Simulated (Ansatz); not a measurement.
```xyz
5

F     1.1070   -1.4174   -0.7878
N     0.4433    0.8058    0.9825
Sn    0.7670   -1.2238    1.1690
H     0.5046    1.2744    0.0703
H     0.2110    1.4689    1.7295
```

Geometry: BLYP-D3(BJ)/def2-SVP; core potentials replace the inner electrons of Sn.

Computed with isolated molecule in a Gaussian basis; Kohn-Sham density functional theory, functional PBE0 in Ansatz 0.2.0.

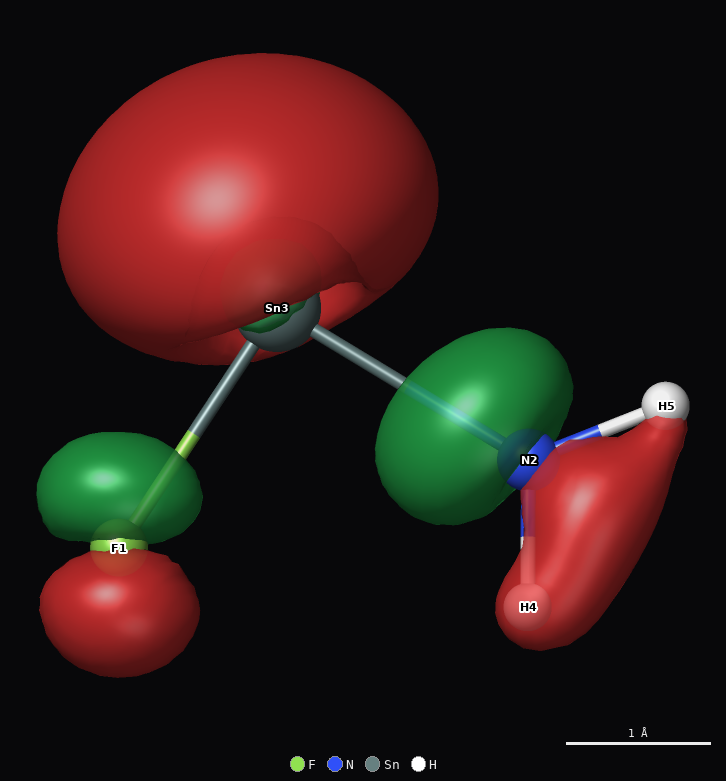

FH₂NSn (SMILES [NH2][Sn][F]). The HOMO−1 at ±0.15 Å⁻³ᐟ² (green and red are the two phases), seen across its widest extent.

Where does this orbital lie, and at what energy?

Answer. It lies mainly on Sn3 (about 65 %), N2 (about 15 %) and F1 (about 15 %); it is symmetric in the molecular plane (an in-plane orbital: σ, lone-pair or in-plane π type). Its energy is −7.92 eV.
